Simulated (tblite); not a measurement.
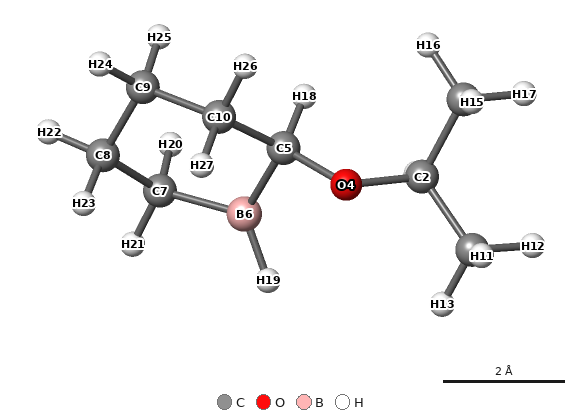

Starting structure of C₈H₁₇BO. Style: ball-and-stick. Shown at a tilt.

Computed with tblite 0.8.0, GFN2-xTB geometry optimisation, gas phase.

```xyz
27

C    -3.1274    0.3131   -1.3049
C    -2.1823   -0.1688   -0.2291
C    -2.8658   -0.1658    1.1479
O    -1.0542    0.6993   -0.1990
C     0.1333    0.0013    0.1695
B     0.8714   -0.5225   -1.1590
C     2.3839   -1.0030   -0.9801
C     3.1773    0.0181   -0.1368
C     2.4596    0.3565    1.1788
C     1.0602    0.9693    0.9195
H    -3.4674    1.3548   -1.0955
H    -4.0323   -0.3466   -1.3567
H    -2.6302    0.2985   -2.2801
H    -1.9019   -1.2254   -0.4835
H    -3.1838    0.8798    1.4175
H    -2.1918   -0.5438    1.9412
H    -3.7738   -0.8100    1.1258
H    -0.0533   -0.8735    0.8341
H     0.4248   -0.3241   -2.2253
H     2.3865   -1.9877   -0.4531
H     2.8544   -1.1216   -1.9685
H     4.1719   -0.4054    0.0916
H     3.3327    0.9499   -0.7212
H     3.0643    1.0851    1.7415
H     2.3540   -0.5501    1.8059
H     0.5879    1.2312    1.8951
H     1.1821    1.9180    0.3365
```

Predict the outcome.

Answer. The atom that moves furthest after the best rigid fit is H19 (0.81 Å). Largest moves by element: H 0.81 Å, C 0.31 Å, B 0.25 Å, O 0.07 Å. Some distances before and after: C3–H15 1.126 → 1.087 Å, C9–C10 1.550 → 1.525 Å, B6–C7 1.597 → 1.573 Å, C10–H26 1.115 → 1.092 Å. Bond angles that change, for instance: O4–C5–B6 109.2° → 116.3°, O4–C5–H18 113.5° → 108.3°, C2–O4–C5 111.5° → 116.0°. After 131 geometry steps the energy has fallen by 30.8 kJ/mol. The run took 1.2 s on 1 thread of Arm Neoverse V1, on a shared host.

The structure at the end:

```xyz
27

C    -3.1647    0.6065   -1.2162
C    -2.1970   -0.1351   -0.2971
C    -2.8627   -0.4526    1.0471
O    -1.0655    0.6947   -0.1287
C     0.1659    0.0255    0.1740
B     0.8645   -0.7387   -1.0279
C     2.3958   -1.0621   -0.8658
C     3.1801    0.0353   -0.1317
C     2.4579    0.4934    1.1312
C     1.0891    1.0807    0.8063
H    -3.4308    1.5603   -0.7689
H    -4.0650    0.0185   -1.3709
H    -2.6916    0.7962   -2.1758
H    -1.8937   -1.0794   -0.7775
H    -3.1412    0.4737    1.5434
H    -2.1843   -1.0027    1.6958
H    -3.7535   -1.0548    0.8902
H    -0.0332   -0.7293    0.9608
H     0.2617   -1.0783   -1.9719
H     2.4649   -1.9824   -0.2738
H     2.8919   -1.2851   -1.8129
H     4.1794   -0.3256    0.1247
H     3.3002    0.8904   -0.8008
H     3.0608    1.2488    1.6401
H     2.3401   -0.3534    1.8116
H     0.6177    1.4772    1.7074
H     1.1934    1.9051    0.0994
```

After the run, drawn alike:

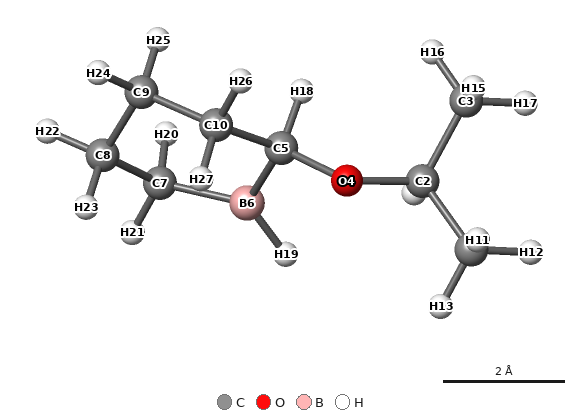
